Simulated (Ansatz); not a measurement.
# Squeezing and shearing glassy 79SiO2-7BaO-7CaO-7Na2O (mol %) (166 atoms): runs compared

Aim: relax glassy 79SiO2-7BaO-7CaO-7Na2O (mol %) (166 atoms), then change its volume and shape to read moduli from the stress.

Computed with Ansatz 0.2.0: Kohn-Sham DFT, LDA, PAW (set soft_2), plane waves.

## (1) The cell as built

The cell holds 166 atoms: 46 Si, 4 Ba, 4 Ca, 8 Na and 104 O. Cell: a = 13.295 Å, b = 13.295 Å, c = 13.295 Å, α = 90.0°, β = 90.0°, γ = 90.0°. 166 atoms (46 Si, 4 Ba, 4 Ca, 8 Na, 104 O) placed at random at 2.6 g/cm³, melted at 4000 K for 10 ps at fixed volume with the Morse and Coulomb pair potential with partial charges (Pedone, Malavasi, Menziani, Cormack and Segre, J. Phys. Chem. B 110, 11780 (2006)). Quenched from 4000 K to 300 K at 50 K/ps and fixed volume, held 10 ps at zero pressure.

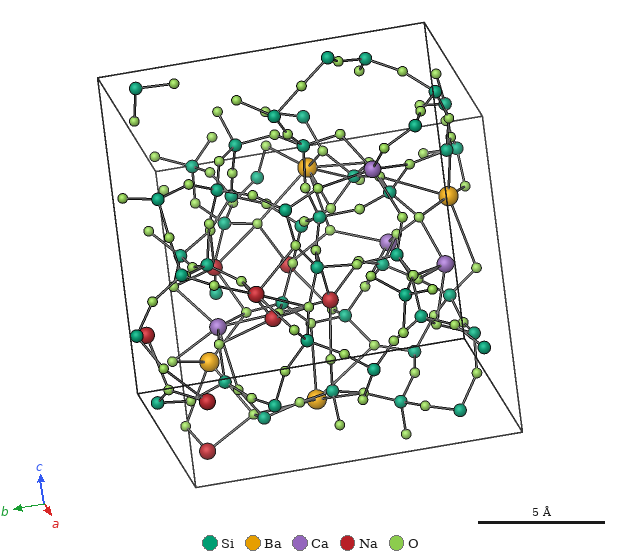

The cell as built. Bonds to atoms that aren't drawn are left out. Some periodic images of atoms are drawn too.

Limits known from the start: The quench rate of 50 K/ps is many orders above laboratory rates, so the cell is likely richer in defects and strain than a real sample. The starting topology of bonds comes from the classical model, and needn't be the one that DFT or experiment would give. Only the Γ point is sampled. No spin–orbit coupling is included, so levels derived from the heavy atoms are approximate.

## (2) The reference run

The reference is a single point at the end of the relaxation.

Every strained cell starts from the geometry of this run, and its atoms are relaxed with the cell held.

Its input, with most atom lines left out:

```yaml
crystal:
  lattice:
    - [12.84186, 0.34385, 0.13568]
    - [0.34385, 12.95299, 0.0041]
    - [0.13568, 0.0041, 13.1408]
  atoms:
    - { symbol: Si, position: [0.41651, 0.44806, 0.56684] }
    - { symbol: Si, position: [0.41421, 0.64882, 0.01566] }
    - { symbol: Si, position: [0.17736, 0.69595, 0.64532] }
    - { symbol: Si, position: [0.39122, 0.33889, 0.07021] }
    - { symbol: Si, position: [0.08615, 0.89818, 0.9796] }
    - { symbol: Si, position: [0.55995, 0.45747, 0.95968] }
    - { symbol: Si, position: [0.74112, 0.34183, 0.51107] }
    [... atom lines 8 to 166 left out ...]
kpoints:
  mp_grid: { grid: [1, 1, 1] }
hamiltonian:
  xc: lda
scf:
  occupations: { method: fermi_dirac, width: 0.025 }
output:
  forces: true
  stress: true
  populations: true
  dos:
    method: { smearing: { sigma: 0.15 } }
    de: 0.1
    projected: { site_lists: { Ba: [Ba], Ca: [Ca], Na: [Na], O: [O], Si: [Si] } }
  eigenvalues: true
  write_density: true
  write_potential: true
  volumetric_format: npy
  elf: true
```

- free energy per atom: -770.3967 eV/atom
- r.m.s. force component: 0.00664 eV/Å
- pressure: -0.006646 GPa

Filled and empty levels are parted by 3.85 eV (at Γ alone); a local or semilocal functional tends to put such gaps too low. In a disordered cell it changes from sample to sample, and tail or defect levels can set it.

## (3) The runs

Each row is one run, on 4 threads of Arm Neoverse V2, shared host. The free energy is the program's total, comparable only between runs with the same functional, potentials and atoms.

```csv
run,atoms,outcome,"ionic steps, all passes",free energy (eV),time,host memory (GiB)
Single point at the start,166,converged,-,-127869.857,46 s,3.6
Cell and atoms relaxed,166,converged,38,-127885.849,27 min,3.6
Single point at the relaxed geometry,166,converged,-,-127885.849,69 s,3.5
Volume -3 %,166,converged,7,-127885.507,5.2 min,3.4
Volume +3 %,166,converged,9,-127885.566,7.4 min,3.5
Volume -6 %,166,converged,12,-127884.442,8.4 min,3.3
Volume +6 %,166,cut at the time limit,25,-127885.105,20 min,3.7
Volume -10 %,166,cut at the time limit,17,-127881.777,13 min,3.3
Stretched by 1 % along x,166,converged,6,-127885.794,4.7 min,3.5
```

In some runs the program notes that the SCF threshold is loose for the stress.

## (4) Pressure against volume

Atoms are relaxed at each volume, in the scaled cell.

```csv
volume change (%),volume (Å³/atom),energy change (meV/atom),pressure (GPa),largest move on relaxing (Å),bonds,gap (eV)
-6,12.368,8.47,3.59,0.25,287,4.04
-3,12.762,2.06,1.71,0.11,280,3.94
+0,13.157,0.00,-0.01,-,279,3.85
+3,13.552,1.71,-1.34,0.18,274,3.77
```

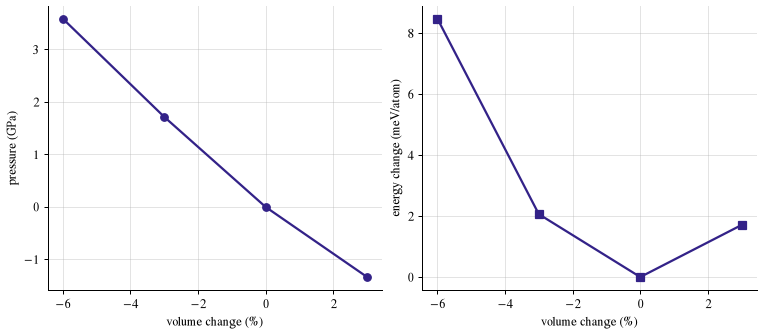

Pressure and energy against volume.

## (5) Uniaxial strain and shear

Stress (GPa, compression positive) less that of the relaxed cell, atoms relaxed:

```csv
strain,xx,yy,zz,xy,energy change (meV/atom)
stretched by 1 % along x,-0.914,-0.263,-0.285,-0.016,0.33
```

## (6) Outcome

The bulk modulus, from the slope of pressure against ln V over the three points nearest the relaxed volume, is 51.0 GPa; a quadratic over all points gives a pressure derivative of about 4.6. The count of bonds runs from 274 to 287 over the series, so at some points contacts cross the cutoffs. The gap goes from 4.04 eV at the smallest volume to 3.77 eV at the largest, -2.9 eV per unit of ln V by a straight line, on the run's k-points.

Caveats: Strains are finite and relaxations stop at the force tolerance of the input, which can leave moduli too stiff; they are those of a static cell at zero temperature. Volumes are changed with the cell's shape held, so in an anisotropic solid the modulus lies over the one under free hydrostatic load. The program notes that the SCF threshold of the relaxations is loose for the stress.

The DFT runs together took 87 min of wall time.

[Logs are printed without paths, hosts, clocks, repeated set-up lines and the standing remarks that a program may print on its own settings, such as how far it seeks lower states.]

[Hosts, paths, dates, database ids (printed as entryN), source tags and the programs' standing remarks are cut or masked in the printed files.]
